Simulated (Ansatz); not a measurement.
# H4OSeSi (SMILES O[Se][SiH3]): functionals against CCSD(T) at one geometry

How do the functionals fare away from a minimum? The structure is a structure displaced at random from a GFN2-xTB minimum.

Computed with Ansatz 0.2.0, Gaussian basis. Level: single points in def2-TZVPP.

Cores are frozen in the correlated methods. Filled d shells of the heavier atoms are correlated.

### Step 1. The starting structure

SMILES `O[Se][SiH3]`, 7 atoms, charge 0, spin multiplicity 1.

Atoms are counted from 1 here; the program's logs count them from 0.

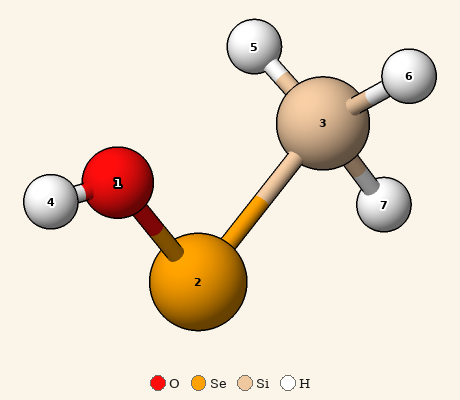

Start geometry, drawn with oxygen red, selenium orange, silicon light orange, hydrogen white; atoms are numbered from 1 in the order of the file.

As a file:

```xyz
7

O    -1.6877   -1.0697   -0.1837
Se   -0.0634   -1.2391    0.7311
Si    0.8230    0.7349   -0.0928
H    -2.2822   -1.6910   -0.2887
H     0.8060    0.6165   -1.2534
H     0.1244    1.9066    0.3231
H     1.9802    0.5792    0.6773
```

### Step 2. CCSD(T)/def2-TZVPP

Contents of run/in.yaml:

```yaml
crystal:
  periodic: [false, false, false]
  atoms:
    - {symbol: O, position_ang: [-1.687700, -1.069700, -0.183700]}
    - {symbol: Se, position_ang: [-0.063400, -1.239100, 0.731100]}
    - {symbol: Si, position_ang: [0.823000, 0.734900, -0.092800]}
    - {symbol: H, position_ang: [-2.282200, -1.691000, -0.288700]}
    - {symbol: H, position_ang: [0.806000, 0.616500, -1.253400]}
    - {symbol: H, position_ang: [0.124400, 1.906600, 0.323100]}
    - {symbol: H, position_ang: [1.980200, 0.579200, 0.677300]}
basis:
  gaussian: {orbitals: def2-TZVPP}
correlation: {method: ccsd_t}
output: {forces: true}
```

No record of the launch command was kept for these runs.

### Step 3. PBE0-D4/def2-TZVPP

Edit run/in.yaml of step 2 so:

```diff
@@ -12,3 +12,3 @@
   gaussian: {orbitals: def2-TZVPP}
-correlation: {method: ccsd_t}
-output: {forces: true}
+hamiltonian: {xc: pbe0, dispersion: d4}
+output: {forces: true, orbitals: {seedname: orbitals}}
```

### Step 4. wB97M-V/def2-TZVPP

Edit run/in.yaml of step 3 so:

```diff
@@ -12,3 +12,3 @@
   gaussian: {orbitals: def2-TZVPP}
-hamiltonian: {xc: pbe0, dispersion: d4}
-output: {forces: true, orbitals: {seedname: orbitals}}
+hamiltonian: {xc: {name: wB97M-V}}
+output: {forces: true}
```

### Step 5. r2SCAN-D4/def2-TZVPP

Edit run/in.yaml of step 4 so:

```diff
@@ -12,3 +12,3 @@
   gaussian: {orbitals: def2-TZVPP}
-hamiltonian: {xc: {name: wB97M-V}}
+hamiltonian: {xc: r2scan, dispersion: d4}
 output: {forces: true}
```

### Step 6. PBE-D4/def2-TZVPP

Edit run/in.yaml of step 5 so:

```diff
@@ -12,3 +12,3 @@
   gaussian: {orbitals: def2-TZVPP}
-hamiltonian: {xc: r2scan, dispersion: d4}
+hamiltonian: {xc: pbe, dispersion: d4}
 output: {forces: true}
```

### Step 7. wB97X-V/def2-TZVPP

Edit run/in.yaml of step 6 so:

```diff
@@ -12,3 +12,3 @@
   gaussian: {orbitals: def2-TZVPP}
-hamiltonian: {xc: pbe, dispersion: d4}
+hamiltonian: {xc: {name: wB97X-V}}
 output: {forces: true}
```

### Step 8. HSE06-D4/def2-TZVPP

Edit run/in.yaml of step 7 so:

```diff
@@ -12,3 +12,3 @@
   gaussian: {orbitals: def2-TZVPP}
-hamiltonian: {xc: {name: wB97X-V}}
+hamiltonian: {xc: hse06, dispersion: d4}
 output: {forces: true}
```

(Steps that only read results are left out.)

What does the calculation give? Wanted: energy less free atoms, CCSD(T)/def2-TZVPP; RMS force component; RMS force error; HOMO and LUMO, PBE0-D4; T1 diagnostic.

**Answer**, as computed:

```
                                  quantity                                                                                            value
energy less free atoms, CCSD(T)/def2-TZVPP                                                                                   -1712.4 kJ/mol
                       RMS force component                                                             4.240 to 4.327 eV/Å over the methods
                           RMS force error  PBE0-D4 0.089, wB97M-V 0.096, r2SCAN-D4 0.043, PBE-D4 0.189, wB97X-V 0.115, HSE06-D4 0.087 eV/Å
                    HOMO and LUMO, PBE0-D4                                                                               -6.30 and -1.48 eV
                             T1 diagnostic                                                                                            0.012
```

Against CCSD(T) the functionals' energies less atoms differ by -70.5 to -26.0 kJ/mol, PBE-D4 by -67.2 kJ/mol. CCSD(T) in triple zeta still lacks some correlation energy of the bonds, so part of these gaps is its own basis error and they don't rank the functionals. For forces r2SCAN-D4 does best and PBE-D4 worst. Frozen-core CCSD(T) forces in triple zeta carry basis errors of their own, and this is one geometry, so small gaps rank nothing.
